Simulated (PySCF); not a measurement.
C$_{5}$H$_{12}$BF$_{3}$Si (SMILES CC(C)B[SiH2]CC(F)(F)F)

```yaml
atoms:
  - { symbol: C, position_ang: [-1.7562, -0.3898, -1.2311] }
  - { symbol: C, position_ang: [-1.4008, -0.5229, 0.2542] }
  - { symbol: C, position_ang: [-2.6765, -0.7785, 1.0696] }
  - { symbol: B, position_ang: [-0.4315, 0.5639, 0.8510] }
  - { symbol: Si, position_ang: [0.8620, 1.5838, -0.2174] }
  - { symbol: C, position_ang: [2.6356, 0.8881, 0.1282] }
  - { symbol: C, position_ang: [2.6049, -0.6002, 0.1224] }
  - { symbol: F, position_ang: [1.9184, -1.1104, 1.1683] }
  - { symbol: F, position_ang: [3.8218, -1.1766, 0.1772] }
  - { symbol: F, position_ang: [2.0105, -1.1088, -0.9758] }
  - { symbol: H, position_ang: [-2.3076, 0.5318, -1.4078] }
  - { symbol: H, position_ang: [-2.3781, -1.2233, -1.5535] }
  - { symbol: H, position_ang: [-0.8607, -0.3776, -1.8464] }
  - { symbol: H, position_ang: [-0.7861, -1.4359, 0.3513] }
  - { symbol: H, position_ang: [-3.2099, -1.6483, 0.6896] }
  - { symbol: H, position_ang: [-2.4414, -0.9511, 2.1166] }
  - { symbol: H, position_ang: [-3.3415, 0.0803, 1.0049] }
  - { symbol: H, position_ang: [-0.4503, 0.7027, 2.0171] }
  - { symbol: H, position_ang: [1.0364, 3.0090, 0.1179] }
  - { symbol: H, position_ang: [0.7855, 1.5673, -1.6884] }
  - { symbol: H, position_ang: [3.3438, 1.2101, -0.6314] }
  - { symbol: H, position_ang: [3.0112, 1.2057, 1.0984] }
```

Geometry: GFN2-xTB.

These are results of PBE0/pcSseg-1, SCF density, gas phase, non-relativistic in PySCF 2.14.0, not measurements.

> What will maps of the electron density and electron localisation function show?

C–Si (1.94 Å): ρ at the midpoint is about 0.85 e/Å³; the ELF peaks at about 0.95 between the atoms; a covalent bond.
C–H (1.09 Å): ρ at the midpoint is about 2 e/Å³; the ELF climbs to about 1 towards the hydrogen, as it does in any bond to H; an ordinary covalent bond to hydrogen.

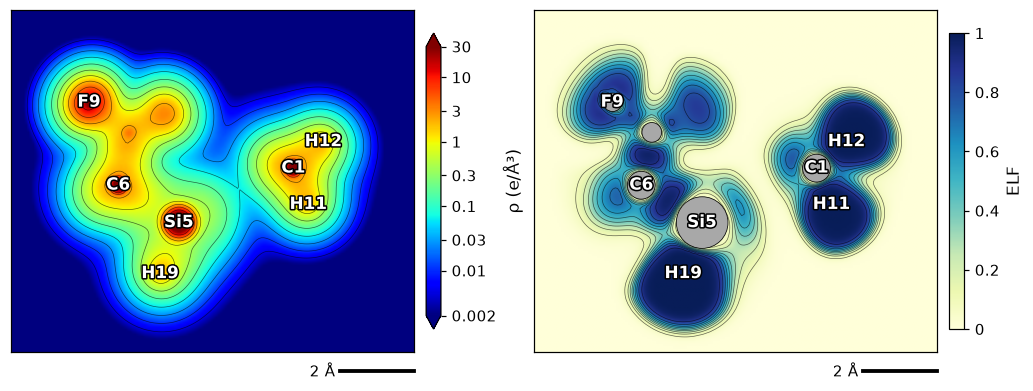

Computed electron density and electron localisation function on the plane of atoms C6, Si5 and H19, in this order. Grey discs cover the atomic cores in the ELF map. 
